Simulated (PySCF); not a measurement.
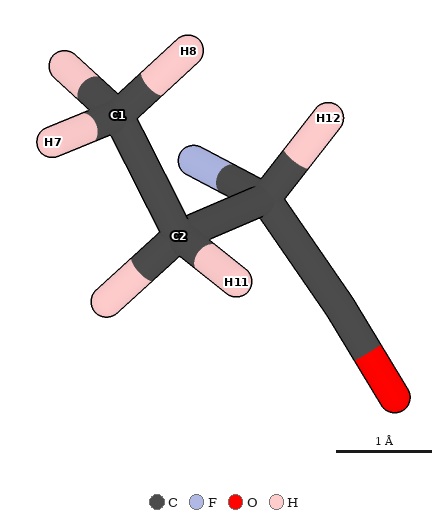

The structure (stick view, seen at a tilt; atoms are numbered from 1 in the order of the input).

**NMR shielding calculation, with input and output: C$_{4}$H$_{6}$FO (charge +1)**

C$_{4}$H$_{6}$FO, charge +1, computed with GIAO PW91/pcSseg-1 NMR shielding, non-relativistic, gas phase (PySCF 2.14.0).

The geometry comes from this level: GFN2-xTB. It belongs to a series of runs on one base structure; here: PW91/pcSseg-1; guess sap. Figures and captions count atoms from 1; the log counts them from 0 in places.

Log:
```
final grid: 99880 points
cycle   1  E = -316.9109445917  dE =  1.093e+01  |g| = 6.182e+00  |ddm| = 1.719e+01
cycle   2  E = -253.1922894555  dE =  6.372e+01  |g| = 1.393e+01  |ddm| = 2.001e+01
cycle   3  E = -310.2015721771  dE = -5.701e+01  |g| = 7.201e+00  |ddm| = 1.155e+01
cycle   4  E = -320.1549924907  dE = -9.953e+00  |g| = 5.223e+00  |ddm| = 8.123e+00
cycle   5  E = -329.4716010069  dE = -9.317e+00  |g| = 2.475e+00  |ddm| = 4.028e+00
cycle   6  E = -330.0008890719  dE = -5.293e-01  |g| = 1.674e+00  |ddm| = 1.983e+00
cycle   7  E = -330.2458062553  dE = -2.449e-01  |g| = 1.387e+00  |ddm| = 1.691e+00
cycle   8  E = -330.5910686752  dE = -3.453e-01  |g| = 3.276e-01  |ddm| = 8.787e-01
cycle   9  E = -330.6028362363  dE = -1.177e-02  |g| = 2.785e-01  |ddm| = 3.053e-01
cycle  10  E = -330.6166682743  dE = -1.383e-02  |g| = 1.034e-01  |ddm| = 2.232e-01
cycle  11  E = -330.6192434444  dE = -2.575e-03  |g| = 1.136e-02  |ddm| = 7.560e-02
cycle  12  E = -330.6192679847  dE = -2.454e-05  |g| = 6.414e-03  |ddm| = 1.669e-02
cycle  13  E = -330.6192770795  dE = -9.095e-06  |g| = 1.416e-03  |ddm| = 5.315e-03
cycle  14  E = -330.6192776111  dE = -5.316e-07  |g| = 4.219e-04  |ddm| = 1.734e-03
cycle  15  E = -330.6192776541  dE = -4.303e-08  |g| = 4.378e-05  |ddm| = 3.568e-04
cycle  16  E = -330.6192776545  dE = -3.550e-10  |g| = 3.399e-05  |ddm| = 7.229e-05
cycle  17  E = -330.6192776547  dE = -2.117e-10  |g| = 7.823e-06  |ddm| = 2.849e-05
converged SCF energy = -330.6192776547

GIAO shielding tensors (ppm)
atom      isotropic    diamagn.    paramagn.     s11        s22        s33       span
  0 C      157.733     246.384     -88.651    130.540    161.808    180.850     50.309
  1 C      124.090     252.513    -128.422     95.538    117.698    159.034     63.496
  2 C       99.274     247.707    -148.434     59.943     93.877    144.001     84.058
  3 F      407.753     469.201     -61.447    357.078    409.371    456.810     99.732
  4 C       21.476     263.236    -241.760    -95.203    -72.993    232.623    327.827
  5 O      -62.744     396.290    -459.034   -226.338   -160.058    198.163    424.502
  6 H       29.095      27.129       1.966     24.539     26.171     36.575     12.036
  7 H       29.752      28.786       0.967     25.849     27.561     35.846      9.998
  8 H       28.918      28.612       0.307     24.752     28.318     33.685      8.932
  9 H       27.920      30.307      -2.387     24.338     27.604     31.818      7.480
 10 H       28.570      31.256      -2.686     24.243     28.412     33.056      8.813
 11 H       24.614      27.417      -2.803     22.263     23.155     28.423      6.160
```

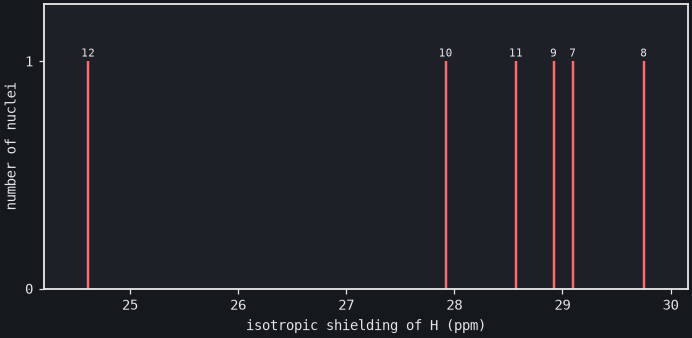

Isotropic shieldings of the hydrogen nuclei in this fixed geometry, labelled by atom number; shielding grows to the right, so chemical shift grows to the left. The least shielded is H12 (24.6 ppm), the most shielded H8 (29.8 ppm).

This output came from the following input.

Input file:
```
{"job": {"kind": "nmr", "xc": "PW91", "basis": "pcSseg-1", "pop": false, "scf": {"guess": "sap"}}, "charge": 1, "multiplicity": 1}
C     -1.560368    -0.016785     0.111979
C     -0.202581    -0.220819    -0.541032
C      0.903375     0.306772     0.449112
F      0.848075     1.655144     0.559541
C      2.138620    -0.154051    -0.061124
O      3.027240    -0.616609    -0.552474
H     -2.325307    -0.304036    -0.607581
H     -1.681971    -0.634709     0.998207
H     -1.717597     1.025626     0.376975
H     -0.130063     0.355717    -1.464502
H     -0.033089    -1.276642    -0.756057
H      0.734865    -0.120295     1.460927
```

The first line tells a small driver script what to run in PySCF; the rest is the geometry in Å.

Command:
```bash
OMP_NUM_THREADS=1 python <driver script> task.json out
```

Results in brief:

```csv
quantity,value
outcome,converged
total energy,−330.619278 hartree
HOMO,−13.74 eV
LUMO,−10.06 eV
"isotropic shielding, C",21.5 to 157.7 ppm
"isotropic shielding, F",407.8 ppm
"isotropic shielding, O",−62.7 ppm
"isotropic shielding, H",24.6 to 29.8 ppm
hardware,"1 CPU thread, shared host"
wall time,19 s
peak memory,0.59 GiB
```

Remarks:

Settings chosen away from the usual ones: PW91/pcSseg-1; guess sap.
